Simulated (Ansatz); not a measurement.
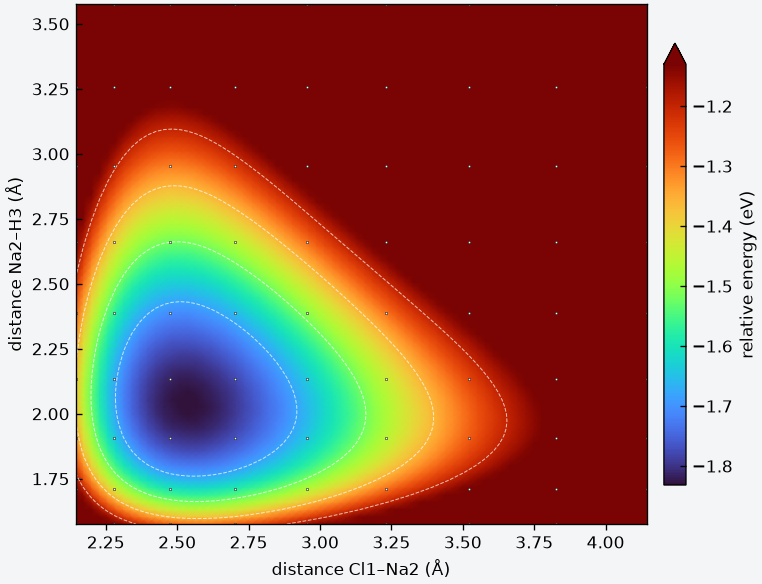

The system Cl⁻ + NaH. 
- First axis: distance Cl1–Na2. Second axis: distance Na2–H3.
- Nothing is relaxed (the angle Cl1–Na2–H3 is fixed at 180 degrees).
- Grid: 9 × 9 points.
- All energies are given in eV relative to Cl with charge -1 far from the relaxed NaH (each part in its own basis).
- The restricted reference is unstable at some or all points, so the energies there are unreliable.
- These are results of RHF-CCSD(T), frozen core/def2-TZVPD in Ansatz, not measurements.

The picture shows a smooth colour map with a few white contour lines, dots at the grid points, one colour for all values above the top of the scale. Between grid points the surface is interpolated.

Estimate the position of the minimum and the force constants in these coordinates.

The interpolated minimum is at distance Cl1–Na2 ≈ 2.536 Å, distance Na2–H3 ≈ 2.041 Å. The curvatures there are about 3.2 eV/Å² and 2.9 eV/Å², with a cross term of about 0.2 eV/Å². Round the minimum the two coordinates are weakly coupled (coupling 0.08 in units of the two stiffnesses).
